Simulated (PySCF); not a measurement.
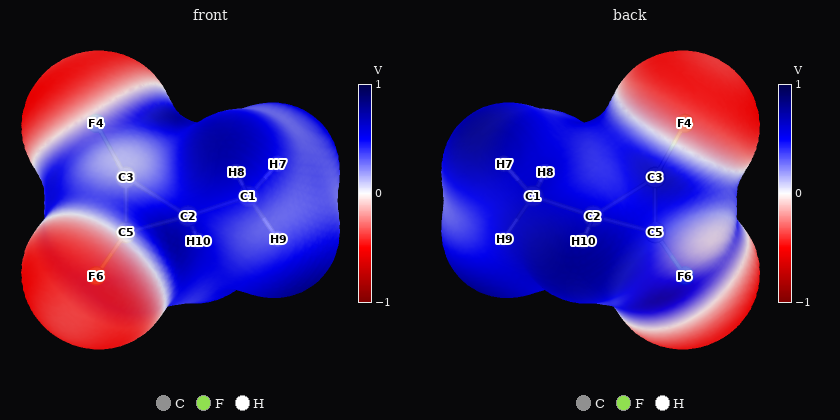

The picture shows: C$_{4}$H$_{4}$F$_{2}$ (SMILES CC1C(F)=C1F). The molecular electrostatic potential painted on the density surface at 0.002 e/bohr³, seen from the front and from behind; red is negative and blue positive.

Geometry: GFN2-xTB.

These are results of CAM-B3LYP/def2-SVPD, SCF density, gas phase (PySCF), not measurements.

The calculation's input:

```
{"job": {"kind": "uv", "xc": "CAM-B3LYP", "basis": "def2-SVPD", "nstates": 8, "ntriplets": 3}, "charge": 0, "multiplicity": 1}
C      0.907569     0.940187     0.013876
C      0.184278    -0.325977    -0.387963
C     -1.317700    -0.437683    -0.272952
F     -2.474093    -0.061664    -0.785772
C     -0.644977    -1.102290     0.607517
F     -0.609686    -1.903526     1.655514
H      0.990347     1.610663    -0.838821
H      0.375261     1.453091     0.810940
H      1.911497     0.704061     0.359860
H      0.686387    -0.872206    -1.184727
```

Run with:

```sh
OMP_NUM_THREADS=1 python probes_run.py task.json out
```

Question: Which sites attract a positive test charge, and which a negative one?

Answer: A positive charge is drawn to the negative regions and a negative charge to the positive ones. The most negative region (about −0.5 V) lies over F4 and F6, the most positive (about +0.8 V) over H7, H9 and H10.
